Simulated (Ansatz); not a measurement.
## Pressure series in HfO2

The reference is HfO$_{2}$ (space group P4_2/nmc, No. 137; a = 3.5768 Å, c = 5.2026 Å).

Cell and atoms are relaxed at each pressure.

Level of theory: r2SCAN (Ansatz, a first-principles code; PAW; 500 eV plane waves; scalar-relativistic without spin-orbit coupling).

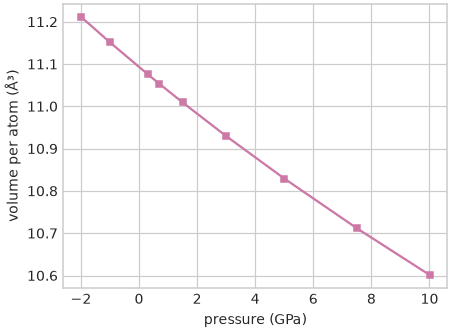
Figure: Volume against pressure

Problem. Estimate the zero-pressure bulk modulus from the plot.

Solution. About 190 GPa; a third-order Birch–Murnaghan fit to the points gives V₀ = 11.09 Å³/atom, B₀ = 194 GPa and B₀′ = 5.7.

Load acts through the strain it causes; cell and atoms are relaxed under it. Whether these cells are dynamically stable was not tested. No other phases were tried under pressure. This is not the structure that HfO2 has at room temperature and ambient pressure.
